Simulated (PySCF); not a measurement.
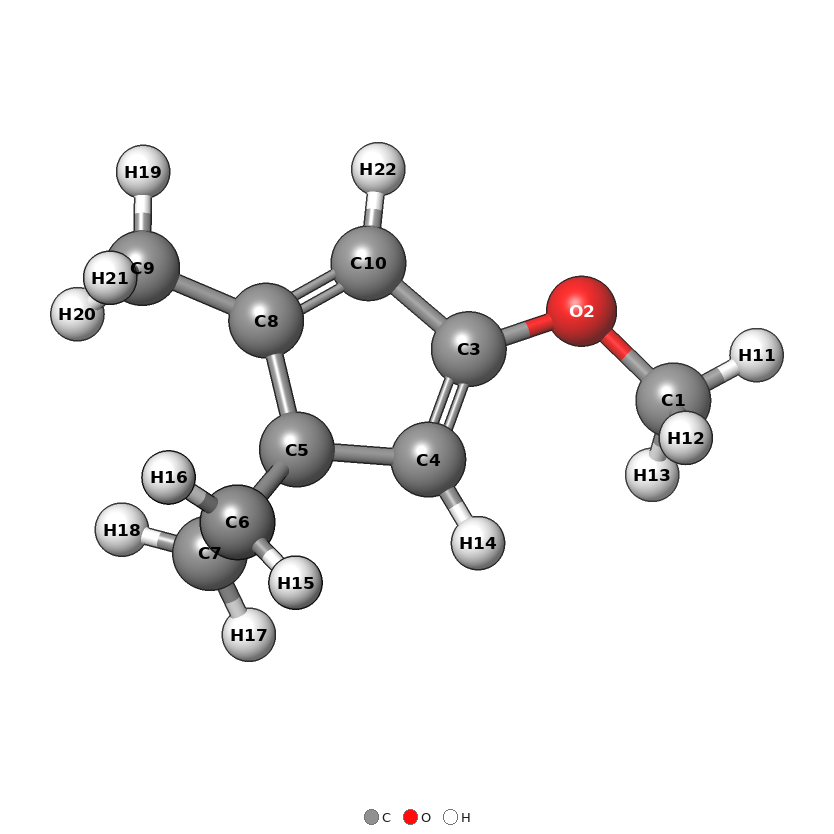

The geometry was computed by an optimisation with GFN2-xTB. No frequency run is at hand to confirm it as a minimum. Electric field gradients from the ground-state density, PBE0/pcSseg-1 (PySCF 2.14.0), non-relativistic apart from any core potentials.

Give the largest field-gradient component, the quadrupole coupling constant and the asymmetry for 17O at O2 (Q = −25.6 mb).

```tsv
atom	V_zz (a.u.)	e²qQ/h (MHz)	η
O2	1.894	−11.39	0.73
```
